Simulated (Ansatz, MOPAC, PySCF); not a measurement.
Breaking a bond: ClNa, singlet.

PM7, restricted, heats of formation (MOPAC); RMP2/6-31G* = restricted MP2 (frozen core)/6-31G*, spherical d (PySCF); FCI = full CI/cc-pVDZ, frozen core in Ansatz (an electronic-structure program); UKS-LDA (SVWN5)/6-31G* = unrestricted LDA (SVWN5)/6-31G*, spherical d in PySCF 2.14.0.

Energies are in kJ/mol, each relative to the lowest point of its own curve between 2.09 and 3.01 Å, where full CI is lowest.

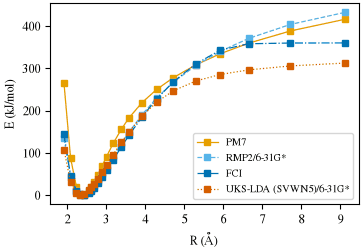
Figure: Energy against bond length for each method.

```csv
R / Å,PM7,RMP2/6-31G*,FCI,UKS-LDA (SVWN5)/6-31G*
1.92,264.8,134.4,143.3,107.8
2.09,86.9,43.2,46.1,29.9
2.24,19.1,8.8,10.0,4.1
2.33,3.3,0.9,1.7,0.0
2.43,0.0,0.0,0.0,2.1
2.56,10.3,7.3,5.9,11.8
2.62,18.6,12.9,10.8,18.2
2.69,30.0,20.8,17.7,26.5
2.78,46.5,32.3,28.0,38.3
2.90,69.8,49.2,43.5,55.3
3.01,91.1,65.5,58.9,71.2
3.18,122.2,91.0,83.5,95.8
3.39,156.0,121.7,114.0,124.8
3.59,183.2,149.1,142.1,150.2
3.92,218.9,190.0,184.9,186.6
4.30,250.3,230.3,228.0,220.3
4.72,277.8,266.9,267.8,246.7
5.30,308.1,306.6,310.6,269.9
5.92,334.2,339.8,342.7,285.2
6.65,359.3,370.5,357.9,296.2
7.72,388.2,403.7,359.8,305.5
9.11,415.7,432.0,359.9,312.3
```

At the longest distance, 9.11 Å, RMP2/6-31G* lies highest above its minimum (432.0 kJ/mol) and UKS-LDA (SVWN5)/6-31G* lowest (312.3 kJ/mol).

The restricted form behind PM7, RMP2/6-31G* keeps the bonding electrons paired and can't separate into open-shell fragments. The unrestricted determinant behind UKS-LDA (SVWN5)/6-31G* is spin-contaminated at 4.30 to 9.11 Å (<S²> up to 0.5, against 0.00 for a pure singlet).
